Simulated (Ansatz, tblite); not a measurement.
## Group exchange: HOF + C3H9N → H3NO + C3H7F

Species: HOF (hypofluorous acid) `OF`, singlet; C3H9N (isopropylamine) `CC(C)N`, singlet; H3NO (hydroxylamine) `NO`, singlet; C3H7F `CC(C)F`, singlet. The partners trade F for NH2: O–F and C–NH2 bonds give way to O–NH2 and C–F.

Shapes, held fixed at every level: PBE0-D4/def2-TZVP. Flexible molecules stand in one conformer, not always the lowest. Programs: Ansatz 0.2.0, tblite 0.8.0. The zero-point and thermal change to 298 K, harmonic and unscaled (PBE0-D4/def2-TZVP), is +3.5 kJ/mol.

```tsv
level	kind	ΔH(298 K) (kJ/mol)	less CCSD(T)/CBS estimate
GFN1-xTB	semi-empirical	-205.1	-17.8
HF/def2-TZVPP	Hartree–Fock	-219.8	-32.5
SPW92/def2-TZVPP	LDA	-185.3	+2.0
BHLYP-D4/def2-TZVPP	global hybrid	-200.2	-12.9
r2SCAN0-D4/def2-TZVPP	global hybrid	-193.8	-6.5
wB97X-V/def2-TZVPP	range-separated hybrid	-189.2	-1.9
MP2/def2-TZVPP	perturbation theory	-189.5	-2.2
CCSD/def2-SVP	coupled cluster or CI	-185.1	+2.2
CCSD(T)/CBS estimate	coupled cluster or CI	-187.3	0.0
```

The highest level, CCSD(T)/CBS estimate, gives ΔH(298 K) = -187.3 kJ/mol; the levels span -219.8 to -185.1. The column of differences is taken from that level and isn't an error. No measured value is set beside it here. The CBS estimate extrapolates MP2 from def2-TZVPP and def2-QZVPP and adds CCSD(T) − MP2 in the triple-zeta set, cores frozen.

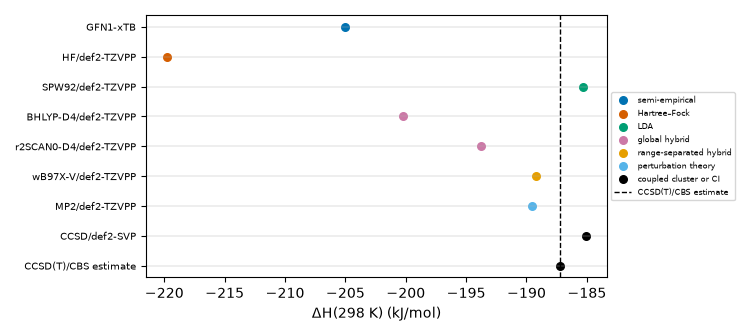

The values of the table, level by level.
